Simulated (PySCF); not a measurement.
CCs: single-point calculation

System: CCs, multiplicity 4.
Method: UKS-pbe0/crenbl, stability (PySCF 2.14.0).

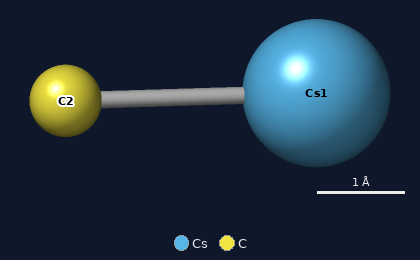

The input geometry (ball-and-stick view, seen at a tilt; atoms are numbered from 1 in the order of the input). Sticks mark near contacts.

## Input
```python
from pyscf import gto, dft

mol = gto.M(
    atom='Cs 0 0 0; C 0 0 2.915',
    basis='crenbl',
    ecp={'Cs': 'crenbl', 'C': 'crenbl'},
    charge=0,
    spin=3,
    verbose=4,
)
mf = dft.UKS(mol, xc='pbe0')
mf.kernel()
mf.stability(internal=True, external=True)
mf.dip_moment()
print('orbital energies (hartree):', [e[max(0, n-3):n+3].round(4) for e, n in zip(mf.mo_energy, mol.nelec)])
```

Hardware: 1 CPU thread, shared host.

Launch command:
```bash
OMP_NUM_THREADS=1 python input.py
```

## Output
```
PySCF version 2.14.0

[INPUT] verbose = 4
[INPUT] num. atoms = 2
[INPUT] num. electrons = 13
[INPUT] charge = 0
[INPUT] spin (= nelec alpha-beta = 2S) = 3
[INPUT] symmetry False subgroup None
[INPUT] Mole.unit = angstrom
[INPUT] Symbol           X                Y                Z      unit          X                Y                Z       unit  Magmom
[INPUT]  1 Cs     0.000000000000   0.000000000000   0.000000000000 AA    0.000000000000   0.000000000000   0.000000000000 Bohr   0.0
[INPUT]  2 C      0.000000000000   0.000000000000   2.915000000000 AA    0.000000000000   0.000000000000   5.508551653107 Bohr   0.0

nuclear repulsion = 6.53529317088165
number of shells = 22
number of NR pGTOs = 56
number of NR cGTOs = 56
basis = crenbl
ecp = {'Cs': 'crenbl', 'C': 'crenbl'}

******** <class 'pyscf.dft.uks.UKS'> ********
method = UKS
initial guess = minao
damping factor = 0
level_shift factor = 0
DIIS = <class 'pyscf.scf.diis.CDIIS'>
diis_start_cycle = 1
diis_space = 8
diis_damp = 0
SCF conv_tol = 1e-09
SCF conv_tol_grad = None
SCF max_cycles = 50
direct_scf = True
direct_scf_tol = 1e-13
number electrons alpha = 8  beta = 5
XC library pyscf.dft.libxc version 7.0.0
    S. Lehtola, C. Steigemann, M. J.T. Oliveira, and M. A.L. Marques.,  SoftwareX 7, 1–5 (2018)
XC functionals = pbe0
    C. Adamo and V. Barone.,  J. Chem. Phys. 110, 6158 (1999)
    M. Ernzerhof and G. E. Scuseria.,  J. Chem. Phys. 110, 5029 (1999)
radial grids:
    Treutler-Ahlrichs [JCP 102, 346 (1995); DOI:10.1063/1.469408] (M4) radial grids

becke partition: Becke, JCP 88, 2547 (1988); DOI:10.1063/1.454033
pruning grids: <function nwchem_prune>
grids dens level: 3
symmetrized grids: False
atomic radii adjust function: <function treutler_atomic_radii_adjust>
small_rho_cutoff = 0
Set gradient conv threshold to 3.16228e-05
tot grids = 37832
init E= -17.2631050886968
  alpha nocc = 8  HOMO = -0.223150743970328  LUMO = -0.131626339283994
  beta  nocc = 5  HOMO = -0.601946951297382  LUMO = -0.230050456531176

WARN: HOMO -0.223150743970328 >= LUMO -0.230050456531176

cycle= 1 E= -25.5890942620047  delta_E= -8.33  |g|= 0.19  |ddm|= 10.1
  alpha nocc = 8  HOMO = -0.0955848783995057  LUMO = 0.0134559542656432
  beta  nocc = 5  HOMO = -0.262626943866494  LUMO = -0.0350998989164906
  HOMO = -0.0955848783995  LUMO = -0.0350998989165  gap/eV = 1.64588
cycle= 2 E= -25.6007439264879  delta_E= -0.0116  |g|= 0.135  |ddm|= 1.04
  alpha nocc = 8  HOMO = -0.162726426009751  LUMO = 0.00950645698629482
  beta  nocc = 5  HOMO = -0.343747848194729  LUMO = -0.0346253218198602
  HOMO = -0.16272642601  LUMO = -0.0346253218199  gap/eV = 3.48581
cycle= 3 E= -25.614145783409  delta_E= -0.0134  |g|= 0.0519  |ddm|= 0.378
  alpha nocc = 8  HOMO = -0.142338605480051  LUMO = 0.00810243039751457
  beta  nocc = 5  HOMO = -0.316675723565209  LUMO = -0.0380050171069219
  HOMO = -0.14233860548  LUMO = -0.0380050171069  gap/eV = 2.83906
cycle= 4 E= -25.6164052489725  delta_E= -0.00226  |g|= 0.00791  |ddm|= 0.158
  alpha nocc = 8  HOMO = -0.143857839131821  LUMO = 0.0085645608458762
  beta  nocc = 5  HOMO = -0.317082177325727  LUMO = -0.0375301403127613
  HOMO = -0.143857839132  LUMO = -0.0375301403128  gap/eV = 2.89332
cycle= 5 E= -25.6164642751031  delta_E= -5.9e-05  |g|= 0.00276  |ddm|= 0.0361
  alpha nocc = 8  HOMO = -0.142995415450827  LUMO = 0.00861365213113197
  beta  nocc = 5  HOMO = -0.315557662193382  LUMO = -0.0374046400215957
  HOMO = -0.142995415451  LUMO = -0.0374046400216  gap/eV = 2.87327
cycle= 6 E= -25.6164714728055  delta_E= -7.2e-06  |g|= 0.000756  |ddm|= 0.00488
  alpha nocc = 8  HOMO = -0.142789610111601  LUMO = 0.00858116592204805
  beta  nocc = 5  HOMO = -0.315033658666061  LUMO = -0.0374523756899707
  HOMO = -0.142789610112  LUMO = -0.03745237569  gap/eV = 2.86637
cycle= 7 E= -25.6164724215743  delta_E= -9.49e-07  |g|= 9.4e-05  |ddm|= 0.00292
  alpha nocc = 8  HOMO = -0.14281143113574  LUMO = 0.00858311527286348
  beta  nocc = 5  HOMO = -0.315073100944145  LUMO = -0.0374465794785881
  HOMO = -0.142811431136  LUMO = -0.0374465794786  gap/eV = 2.86712
cycle= 8 E= -25.6164724401256  delta_E= -1.86e-08  |g|= 1.65e-05  |ddm|= 0.000457
  alpha nocc = 8  HOMO = -0.142806434415034  LUMO = 0.00858398971478902
  beta  nocc = 5  HOMO = -0.315071129976717  LUMO = -0.0374465663549555
  HOMO = -0.142806434415  LUMO = -0.037446566355  gap/eV = 2.86699
cycle= 9 E= -25.6164724407265  delta_E= -6.01e-10  |g|= 3.8e-06  |ddm|= 0.000106
  alpha nocc = 8  HOMO = -0.142809955088342  LUMO = 0.00858461856342529
  beta  nocc = 5  HOMO = -0.315075488850503  LUMO = -0.0374455886171703
  HOMO = -0.142809955088  LUMO = -0.0374455886172  gap/eV = 2.86711
```

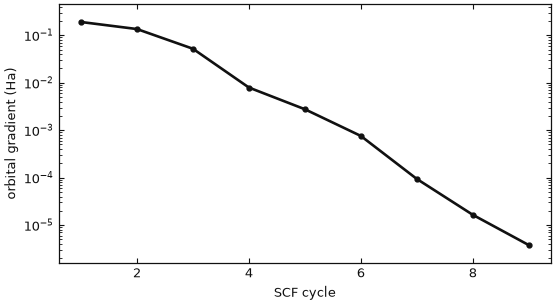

Convergence of the self-consistent field: orbital gradient against the SCF cycle. The residual falls at every step.

```
Extra cycle  E= -25.6164724407392  delta_E= -1.28e-11  |g|= 3.89e-06  |ddm|= 1.34e-05
converged SCF energy = -25.6164724407392  <S^2> = 3.75361  2S+1 = 4.0018046
uhf_internal: lowest eigs of H = [0.128345   0.12834577 0.13898398]
<class 'pyscf.dft.uks.UKS'> wavefunction is stable in the internal stability analysis
uhf_real2complex: lowest eigs of H = [0.06593596 0.06597669 0.07098289]
<class 'pyscf.dft.uks.UKS'> wavefunction is stable in the real -> complex stability analysis
uhf_external: lowest eigs of H = [-0.08147152 -0.00278633  0.00235242]
<class 'pyscf.dft.uks.UKS'> wavefunction has an UHF/UKS -> GHF/GKS instability
Dipole moment(X, Y, Z, Debye): -0.00000,  0.00000, -9.78956
orbital energies (hartree): [array([-0.1467, -0.1428, -0.1428, -0.0449, -0.0075, -0.0075]), array([-0.5498, -0.5423, -0.3151, -0.0374,  0.0026,  0.0026])]
```

## Key numbers

- outcome: converged
- SCF energy: −25.616472 hartree
- ⟨S²⟩: 3.754
- stability analysis: internal: stable; real -> complex: stable; UHF/UKS -> GHF/GKS: unstable
- dipole moment: 9.79 D
- wall time: 8.9 s
